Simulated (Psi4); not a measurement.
# U-revPBE/def2-SVPD run of BGeH4 (SMILES [BH2][GeH2])

What is the vertical doublet–quartet gap of BGeH4 at U-revPBE/def2-SVPD? 

The calculation is run with Psi4 1.11.

2 further runs of the same task are left out: 2 set aside as unsound or not needed.

## Step 1: Starting point

The species is BGeH4 (6 atoms), meant as a doublet with charge 0. As SMILES, `[BH2][GeH2]`. The shape comes from GFN2-xTB, which is rough for such elements, and wasn't checked as a minimum.

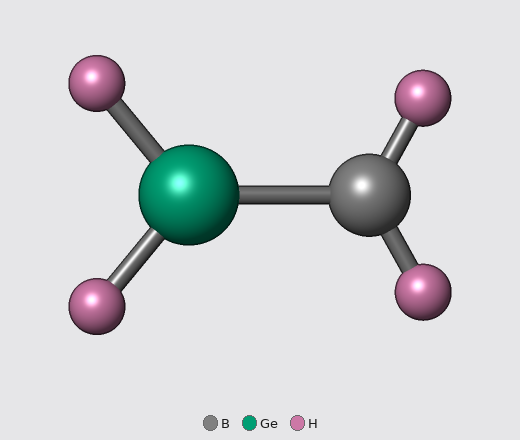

The structure, seen from a chosen angle (boron grey, germanium teal, hydrogen pink).

## Step 2: The energy at U-revPBE/def2-SVPD

Contents of run.py:

```python
import psi4

psi4.set_memory('1600 MB')
psi4.set_num_threads(1)
psi4.core.set_output_file('output.dat', False)

geom = psi4.geometry("""
0 2
B
Ge 1 1.92196
H 1 1.16956 2 119.2583
H 1 1.169428 3 121.62169 2 179.51016
H 2 1.52823 1 129.82496 4 0.59533
H 2 1.527768 5 100.43005 1 -179.06121
symmetry c1
no_reorient
no_com
""")

psi4.set_options({
    'basis': 'def2-SVPD',
    'reference': 'uks',
    'puream': True,
    'e_convergence': 1e-09,
    'd_convergence': 1e-08,
    'scf_type': 'pk',
    'dft_radial_points': 99,
    'dft_spherical_points': 590,
    'maxiter': 200,
})

energy_value, wavefunction = psi4.energy('revpbe', return_wfn=True)
psi4.oeprop(wavefunction, 'DIPOLE', 'LOWDIN_CHARGES', 'MAYER_INDICES', title='REVPBE')
print(f'total energy {energy_value:.8f} hartree = {energy_value * 27.211386:.5f} eV')
```

Launch:

```console
$ python run.py
```

output.dat:

```text
[...]
  Running in c1 symmetry.
[...]
  Nuclear repulsion =   86.055499738315959
[...]
  Multiplicity = 2
[...]
  Nalpha       = 21
  Nbeta        = 20
[...]
    Number of basis functions: 90
[...]
   @UKS iter   1: -2102.22837184485570   -1.75607e+00   2.76509e-02 ADIIS/DIIS
[...]
   @UKS iter  12: -2103.73529742031451   -2.13731e-11   9.61068e-09 DIIS
[...]
   @S^2 Observed:                7.529863056E-01
[...]
    Orbital Energies [Eh]
    ---------------------
    Alpha Occupied:
       1A   -397.054561     2A    -49.164766     3A    -43.785726
       4A    -43.782791     5A    -43.781848     6A     -6.531936
       7A     -5.984679     8A     -4.205982     9A     -4.197822
      10A     -4.195076    11A     -1.108060    12A     -1.105072
      13A     -1.103545    14A     -1.099888    15A     -1.098734
      16A     -0.526423    17A     -0.430254    18A     -0.330354
      19A     -0.290766    20A     -0.289369    21A     -0.203735
    Alpha Virtual:
      22A     -0.078585    23A     -0.011681    24A      0.002350
      25A      0.020960    26A      0.035858    27A      0.062431
[...]
  @UKS Final Energy: -2103.73529742031451
   => Energetics <=
    Nuclear Repulsion Energy =             86.0554997383159588
    One-Electron Energy =               -3100.0089958543258035
    Two-Electron Energy =                 994.5828367272815740
    DFT Exchange-Correlation Energy =     -84.3646380315864945
    Empirical Dispersion Energy =           0.0000000000000000
    VV10 Nonlocal Energy =                  0.0000000000000000
    Total Energy =                      -2103.7352974203145095
[...]
 Multipole Moments:
 ------------------------------------------------------------------------------------
     Multipole            Electronic (a.u.)      Nuclear  (a.u.)        Total (a.u.)
 ------------------------------------------------------------------------------------
 L = 1.  Multiply by 2.5417464519 to convert [e a0] to [Debye]
 Dipole X            :         -0.0173557            0.0162956           -0.0010601
 Dipole Y            :         -0.0000358           -0.0003162           -0.0003520
 Dipole Z            :          3.1551030           -2.7971785            0.3579245
 Magnitude           :                                                    0.3579263
[...]
```

The script printed:

```text
total energy -2103.73529742 hartree = -57245.55322 eV
```

Wall time 17 s (1 thread of Intel Xeon 6975P-C (Granite Rapids), shared host); peak memory 0.74 GiB.

## Step 3: The quartet: energy and forces at U-revPBE/def2-SVPD

Contents of bgeh4.xyz:

```xyz
6
BGeH4
B     -0.012800    -1.089570     0.124830
Ge     0.012730     0.820130    -0.090400
H     -0.774610    -1.570630     0.870550
H      0.740510    -1.741390    -0.487720
H      0.891660     1.692480    -0.985930
H     -0.857490     1.888970     0.568670
```

Contents of run.py:

```python
import psi4

psi4.set_memory('1600 MB')
psi4.set_num_threads(1)
psi4.core.set_output_file('bgeh4.out', False)

with open('bgeh4.xyz') as f:
    atoms = ''.join(f.readlines()[2:])
m = psi4.geometry('0 4\n' + atoms + 'symmetry c1')

psi4.set_options({
    'basis': 'def2-SVPD',
    'reference': 'uks',
    'puream': True,
    'e_convergence': 1e-09,
    'd_convergence': 1e-08,
    'scf_type': 'pk',
    'dft_radial_points': 99,
    'dft_spherical_points': 590,
    'maxiter': 200,
})

E, wfn = psi4.gradient("REVPBE", return_wfn=True)
print('gradient / Eh bohr^-1')
print(E.np.round(6))
print(f'energy = {wfn.energy():.10f} Eh')
```

Launch:

```console
$ python run.py
```

bgeh4.out, cut to the lines that bear on the results:

```text
[...]
  Running in c1 symmetry.
[...]
  Nuclear repulsion =   86.055500737404273
[...]
  Multiplicity = 4
[...]
  Nalpha       = 22
  Nbeta        = 19
[...]
    Number of basis functions: 90
[...]
   @UKS iter   1: -2101.95049779925148   -1.47819e+00   2.76168e-02 ADIIS/DIIS
[...]
   @UKS iter  19: -2103.54328395097491   -9.09495e-13   3.42972e-09 DIIS
[...]
   @S^2 Observed:                3.756388339E+00
[...]
  @UKS Final Energy: -2103.54328395097491
   => Energetics <=
    Nuclear Repulsion Energy =             86.0555007374042731
    One-Electron Energy =               -3098.7510608902166496
    Two-Electron Energy =                 993.4910251941728347
    DFT Exchange-Correlation Energy =     -84.3387489923351694
    Empirical Dispersion Energy =           0.0000000000000000
    VV10 Nonlocal Energy =                  0.0000000000000000
    Total Energy =                      -2103.5432839509749101
[...]
 Multipole Moments:
 ------------------------------------------------------------------------------------
     Multipole            Electronic (a.u.)      Nuclear  (a.u.)        Total (a.u.)
 ------------------------------------------------------------------------------------
 L = 1.  Multiply by 2.5417464519 to convert [e a0] to [Debye]
 Dipole X            :          0.0502444           -0.0478953            0.0023491
 Dipole Y            :          3.1556713           -2.7805672            0.3751041
 Dipole Z            :         -0.3474748            0.3010431           -0.0464317
 Magnitude           :                                                    0.3779742
[...]
  -Total Gradient:
     Atom            X                  Y                   Z
    ------   -----------------  -----------------  -----------------
       1        0.001808602942     0.084790989076    -0.009374452463
       2       -0.002262380310    -0.085089250138     0.008816521998
       3        0.025504251505    -0.011370371858    -0.022147723987
       4       -0.025950710096    -0.005533723951     0.024205637935
       5       -0.013937456035     0.010264596833     0.011931633485
       6        0.014837795288     0.006936853709    -0.013431417843
[...]
```

Standard output:

```text
gradient / Eh bohr^-1
[[ 0.001809  0.084791 -0.009374]
 [-0.002262 -0.085089  0.008817]
 [ 0.025504 -0.01137  -0.022148]
 [-0.025951 -0.005534  0.024206]
 [-0.013937  0.010265  0.011932]
 [ 0.014838  0.006937 -0.013431]]
energy = -2103.5432839510 Eh
```

Wall time 26 s (1 thread of Intel Xeon 6975P-C (Granite Rapids), shared host); peak memory 0.74 GiB.

## Step 4: What came out

Level: U-revPBE/def2-SVPD.

| quantity | value |
| --- | --- |
| doublet: total energy | -2103.73530 Eh |
| doublet: dipole moment | 0.91 D |
| doublet: HOMO energy (highest over α and β) | -5.54 eV |
| doublet: LUMO energy (lowest over α and β) | -4.28 eV |
| doublet: ⟨S²⟩ | 0.753 |
| quartet: total energy | -2103.54328 Eh |
| quartet: dipole moment | 0.96 D |
| quartet: HOMO energy (highest over α and β) | -2.78 eV |
| quartet: ⟨S²⟩ | 3.756 |
| quartet: largest force on an atom | 4.400 eV/Å |
| vertical energy of the quartet above the doublet | 5.225 eV |

**Reading.** At this shape the quartet lies 5.22 eV (504 kJ/mol) above the doublet.
